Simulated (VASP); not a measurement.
Band structure of AgBr (rock salt). All values below come from PBE GGA with D4 dispersion, VASP's PBE PAW potentials (set 64) (plane waves; VASP 6.6.1).

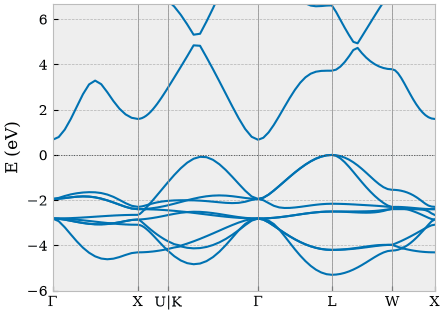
*Bands along high-symmetry lines, zero at the valence-band maximum or, without a gap, the Fermi level*

Q: Read the plot: is there a gap, and where are the band edges?

A: The gap is indirect, 0.67 eV, from the valence maximum at L to the conduction minimum at Γ. (Edges off the drawn lines would not show.)

The compound is AgBr in the rock salt structure. It was relaxed first.
